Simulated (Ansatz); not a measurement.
# CH₆BFOSi (SMILES O[SiH2]CBF): what the fields show

The calculation's input:

```
crystal:
  periodic: [false, false, false]
  atoms:
    - {symbol: O, position_ang: [-1.910946, -0.181874, 0.740219]}
    - {symbol: Si, position_ang: [-0.450061, -0.934867, 0.680180]}
    - {symbol: C, position_ang: [0.908601, 0.296156, 0.239496]}
    - {symbol: B, position_ang: [0.669949, 0.826696, -1.184652]}
    - {symbol: F, position_ang: [-0.296981, 1.727795, -1.382527]}
    - {symbol: H, position_ang: [-2.122318, 0.440093, 0.041657]}
    - {symbol: H, position_ang: [-0.443872, -2.041171, -0.317009]}
    - {symbol: H, position_ang: [-0.219982, -1.497492, 2.031184]}
    - {symbol: H, position_ang: [0.824002, 1.083787, 0.996477]}
    - {symbol: H, position_ang: [1.867073, -0.219457, 0.342946]}
    - {symbol: H, position_ang: [1.239934, 0.443434, -2.167471]}
basis:
  gaussian: {orbitals: def2-TZVPP}
hamiltonian: {xc: pbe0, dispersion: d4}
output: {orbitals: {seedname: orbitals}}
```

Run with:

```sh
ansatz run in.yaml --threads 4 --pin off --events-out ev --progress --plain --max-ram 10444MiB
```

Geometry: PBE0-D4/def2-TZVP.

All numbers below come from RKS PBE0-D4/def2-TZVPP in Ansatz 0.2.0.

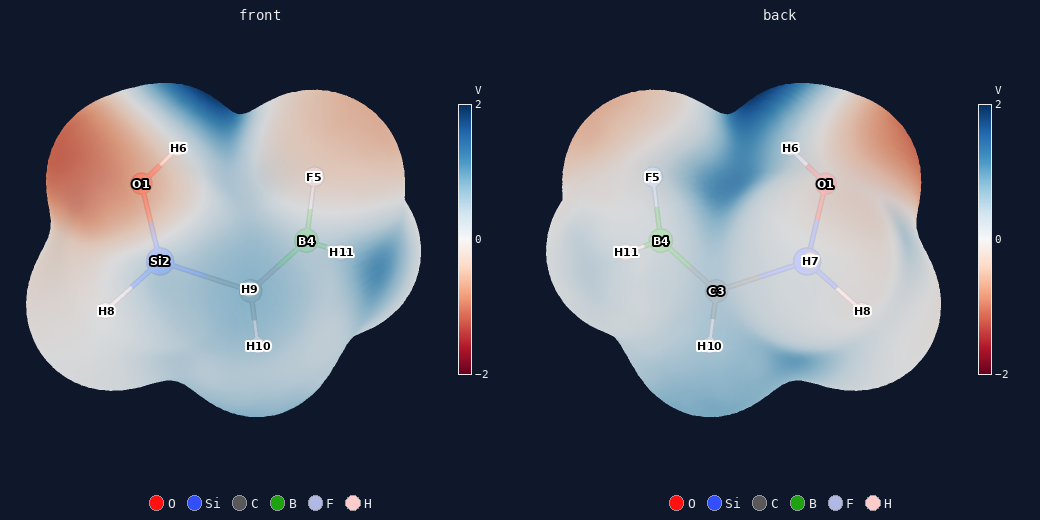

Figure 1. The electrostatic potential painted on the density surface at 0.001 e/bohr³, seen from the front and from behind; the colour scale runs from red (negative) to blue (positive).

Q: Where is the surface potential most negative and most positive?

A: The most negative region (about −1.1 V, or −25 kcal/mol for a unit charge) lies over O1, the most positive (about +1.8 V, or +42 kcal/mol for a unit charge) over H6. O1 is the likeliest acceptor of a hydrogen bond.

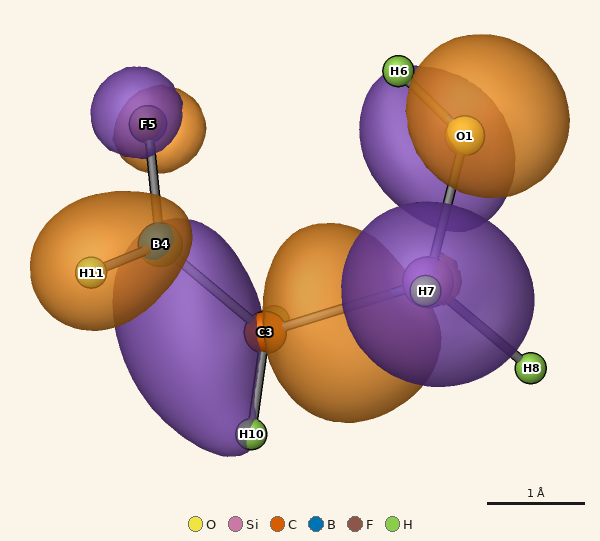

Figure 2. The HOMO at ±0.1 Å⁻³ᐟ² (orange and purple are the two phases), seen at an oblique angle.

Q: What is the character of this orbital?

A: Its weight (Hirshfeld) is mainly on O1 (about 25 %), C3 (about 25 %), Si2 (about 15 %), H7 (about 10 %) and B4 (about 10 %). Its energy is −8.62 eV.

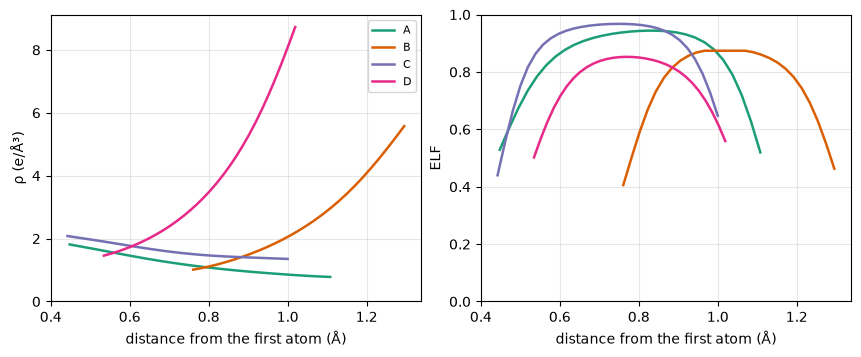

Figure 3. Total electron density and ELF along straight lines between neighbouring atoms. The curves leave out the atomic cores.

Q: Which curve belongs to which contact (B–F, C–B, C–Si and Si–O)? The first atom named is at distance zero.

A: Curve A: C–Si (1.89 Å): the density is about 0.91 e/Å³ at the midpoint; the ELF peaks at about 0.95 between the atoms, as expected for a covalent bond. Curve B: Si–O (1.64 Å): ρ is about 1.2 e/Å³ halfway; the ELF peaks at about 0.85 between the atoms: a polar covalent bond. Curve C: C–B (1.54 Å): ρ at the midpoint is about 1.5 e/Å³; the ELF peaks at about 0.95 between the atoms: localised, covalent bonding. Curve D: B–F (1.34 Å): ρ at the midpoint is about 2.1 e/Å³; the ELF peaks at about 0.85 between the atoms; a shared but strongly polarised pair.

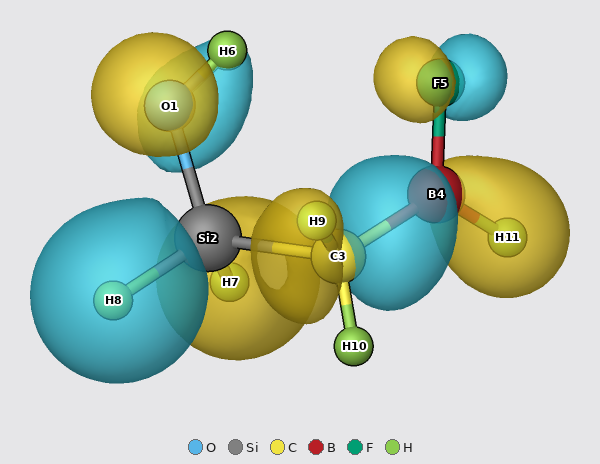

Figure 4. The HOMO−1 at ±0.1 Å⁻³ᐟ² (yellow and cyan are the two phases), seen at a tilt.

Q: Describe this orbital and give its energy.

A: By Hirshfeld shares it lies mainly on Si2 (about 20 %), H8 (about 15 %), O1 (about 15 %), H7 (about 10 %), C3 (about 10 %) and B4 (about 10 %). Its energy is −8.86 eV.
